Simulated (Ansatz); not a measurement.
# C3H6OSi: what the fields show

Input

```
crystal:
  periodic: [false, false, false]
  atoms:
    - { symbol: C, position_ang: [-2.0079, 0.6961, 0.0747] }
    - { symbol: C, position_ang: [-0.9289, 0.1026, 0.1163] }
    - { symbol: C, position_ang: [0.1628, -0.547, 0.1671] }
    - { symbol: O, position_ang: [0.2239, -1.8125, 0.7055] }
    - { symbol: Si, position_ang: [1.759, 0.1859, -0.422] }
    - { symbol: H, position_ang: [-2.6884, 0.6879, -0.8169] }
    - { symbol: H, position_ang: [-2.353, 1.3687, 0.8912] }
    - { symbol: H, position_ang: [-0.7344, -2.0003, 0.9488] }
    - { symbol: H, position_ang: [2.0693, 1.4557, 0.3906] }
    - { symbol: H, position_ang: [2.9053, -0.7375, -0.2083] }
    - { symbol: H, position_ang: [1.6575, 0.5435, -1.8264] }
magnetization:
  spin_polarized: true
basis:
  gaussian: { orbitals: def2-SVP }
hamiltonian:
  xc: b3lyp
  dispersion: d4
relax:
  f_tol: 0.02
  max_steps: 40
output:
  orbitals: {}
```

Launched as:

```sh
ansatz run input.yaml --threads 2 --pin off --max-ram 3072MiB --backend cpu --events-out ev --progress --plain --runs-dir out
```

The fields are those of the run's last geometry, not of the input's.

The calculation used UKS B3LYP-D4/def2-SVP (Ansatz).

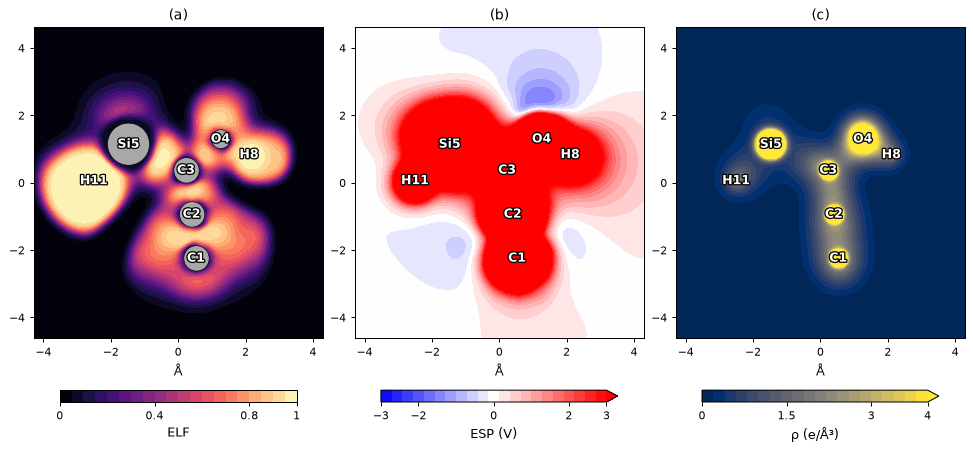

Figure 1. (a) electron localisation function; (b) electrostatic potential; (c) electron density on the plane of atoms O4, C3 and Si5. Grey discs cover the atomic cores in the ELF map.

**Interpret the plot.**

The section cuts through C, O, Si and H sites.
C–C (1.31 Å): the density is about 2.3 e/Å³ at the midpoint; the ELF peaks at about 0.90 between the atoms; a multiple bond.
C–O (1.38 Å): the density is about 2.2 e/Å³ at the midpoint, with its minimum of 1.9 e/Å³ about 0.5 Å from C; the ELF peaks at about 0.85 between the atoms; a shared but strongly polarised pair.
C–Si (1.89 Å): the density is about 0.94 e/Å³ at the midpoint; the ELF peaks at about 1 between the atoms: localised, covalent bonding.
O–H (0.97 Å): ρ at the midpoint is about 3.7 e/Å³; the ELF climbs to about 1 towards the hydrogen, as it does in any bond to H (an ordinary covalent bond to hydrogen).
Si–H (1.49 Å): ρ is about 0.77 e/Å³ halfway; the ELF climbs to about 1 towards the hydrogen.
The ELF also peaks beside O4, away from the bonds: lone-pair regions.
Outside the dense part of the molecule the potential is most negative (−1.6 V) near O4.

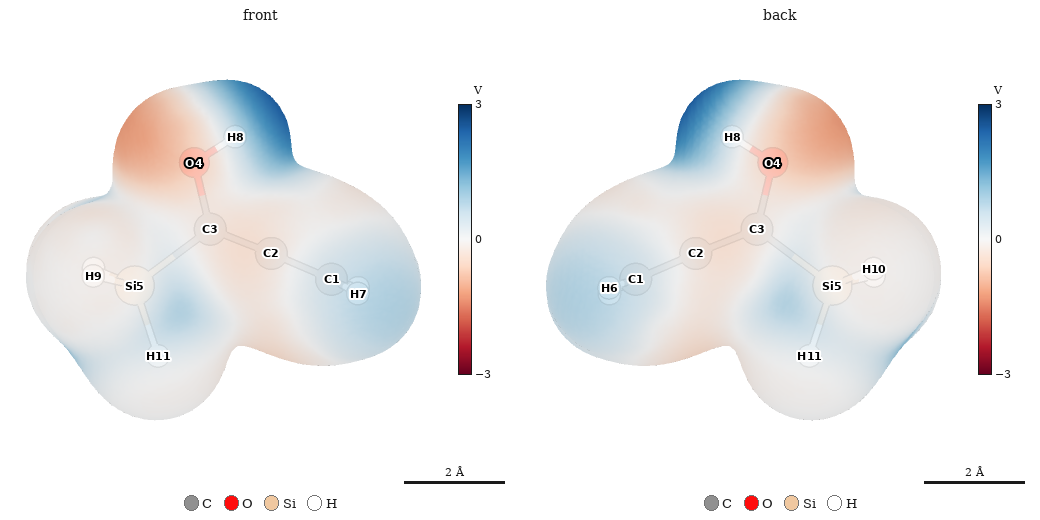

Figure 2. The electrostatic potential painted on the density surface at 0.002 e/bohr³, seen from the front and from behind; red is negative and blue positive.

**Describe the electrostatic potential map.**

The most negative region (about −1.2 V, or −28 kcal/mol for a unit charge) lies over O4, the most positive (about +2.4 V, or +55 kcal/mol for a unit charge) over H8. O4 is the likeliest acceptor of a hydrogen bond.

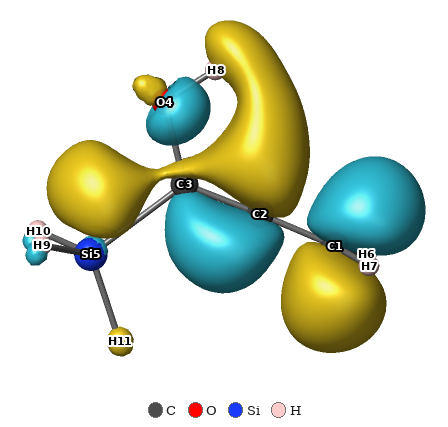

Figure 3. One frontier orbital at ±0.1 Å⁻³ᐟ² (yellow and cyan are the two phases), seen across its widest extent.

**Which orbital is it: HOMO or LUMO?**

The LUMO, at −0.55 eV. Its weight (Hirshfeld) is mainly on C1 (about 30 %), C2 (about 25 %), C3 (about 10 %), Si5 (about 10 %), O4 (about 10 %) and H8 (about 5 %).
